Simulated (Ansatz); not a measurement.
The starting structures come from a database of crystals and need not be the phases stable at ambient conditions.

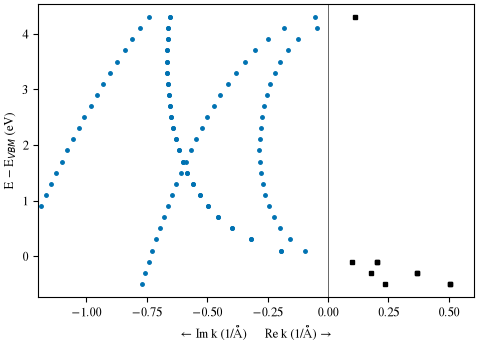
Complex bands at the centre of the two-dimensional zone; r2SCAN (Ansatz, a quantum-chemistry and plane-wave program)

No gap correction and no spin-orbit coupling; mid-gap values are interpolated between computed energies.

Question: This is MgS (F-43m, zinc blende, not sure to be the ambient phase, 2 atoms a cell, 22.7 Å³ an atom) along the normal of (001). Read off the slowest decay at the centre of the two-dimensional zone at 2.10 eV, the computed energy nearest the middle of the gap.

Answer: κ ≈ 0.28 1/Å, a decay length 1/(2κ) of the density of 1.8 Å.
